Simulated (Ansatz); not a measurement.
Consider TaS₂ in the CdI2 type structure (space group P-3m1, No. 164; a = 3.3288 Å, c = 5.7855 Å; layered, stacked along the Cartesian z axis).

Structures relaxed with PBE-D3(BJ) (Ansatz, a quantum-chemistry and plane-wave program; PAW; 420 eV plane waves; spin-orbit coupling left out).

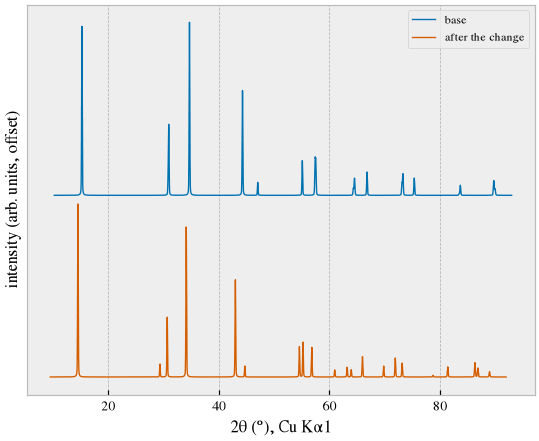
*Simulated powder patterns before (top) and after one change*

Question: What was done to the base?
(A) pressure −2 GPa
(B) pressure 9 GPa
(C) pressure 30 GPa
(D) pressure 60 GPa

Answer: A, pressure −2 GPa. Its volume per atom is 19.76 Å³ against 18.51 Å³, and its space group is P-3m1 (No. 164).

Load acts through the strain it causes; cell and atoms are relaxed under it. Stability against distortions was not tested. Competing high-pressure phases were not computed. The final runs are not spin-polarised. An odd electron count without spin: TaS2.
